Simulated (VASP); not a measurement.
Band structure of SnTe (rock salt). Level of theory: vdW-DF2, VASP's PBE PAW potentials (set 64) (plane waves; VASP 6.6.1).

Unless said otherwise, spin-orbit coupling is left out, though it shifts the bands of the heavy elements here.

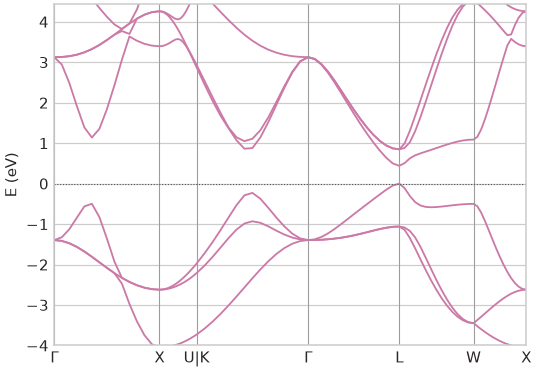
Figure: Bands along high-symmetry lines, zero at the valence-band maximum or, without a gap, the Fermi level

Q: Read the plot: is there a gap, and where are the band edges?

A: The gap is direct, 0.44 eV, from the valence maximum at L to the conduction minimum at L. (Edges off the drawn lines would not show.)

The compound is SnTe in the rock salt structure, which distorts at low temperature. It was relaxed first, which changed the volume by +18 %.
